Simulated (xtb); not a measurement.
System: H3 (cation, charge +1), singlet: map of symmetric stretch and bend. Scanned: H-H bond length and H-H-H angle.

Calculation: GFN1-xTB run with xtb.

Energy in kcal/mol above the lowest grid point; x is the H-H bond length (Å), y the H-H-H angle (°).

```csv
y \ x,0.74,0.77,0.82,0.87,0.90,0.95,0.99,1.03,1.08,1.13,1.17
180,12.6,8.6,5.8,6.2,7.4,10.2,13.0,16.1,20.4,24.9,28.8
168.15,12.6,8.6,5.8,6.2,7.4,10.2,13.0,16.1,20.4,24.9,28.8
161.01,12.6,8.6,5.8,6.2,7.4,10.2,12.9,16.1,20.3,24.9,28.8
150.87,12.6,8.6,5.7,6.2,7.3,10.1,12.9,16.0,20.3,24.9,28.7
139.74,12.4,8.4,5.6,6.0,7.2,10.0,12.8,15.9,20.2,24.8,28.6
132.34,12.3,8.3,5.5,5.9,7.0,9.8,12.6,15.7,20.0,24.6,28.5
121.33,12.1,8.0,5.1,5.5,6.7,9.5,12.2,15.3,19.6,24.2,28.1
110.05,11.6,7.5,4.6,4.9,6.0,8.8,11.5,14.6,18.9,23.5,27.3
98.12,11.0,6.8,3.7,3.9,4.9,7.6,10.3,13.3,17.6,22.1,26.0
90.10,10.5,6.2,2.9,2.9,3.9,6.4,9.1,12.1,16.2,20.7,24.5
78.15,10.2,5.4,1.6,1.2,1.9,4.2,6.6,9.4,13.4,17.8,21.4
70,10.9,5.5,0.9,0.0,0.5,2.3,4.5,7.1,10.8,15.0,18.5
```

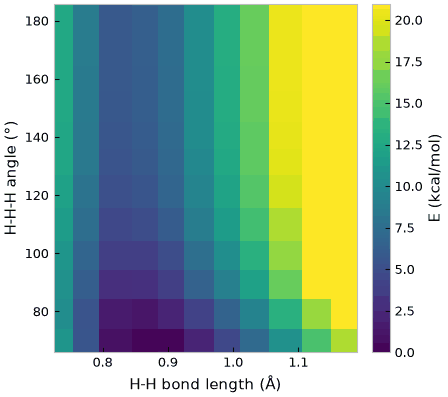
*Energy surface, cut off at 21 kcal/mol.*

Points that lie below all their neighbours on the grid: x = 0.87, y = 70 on the edge of the grid (0.0 kcal/mol).
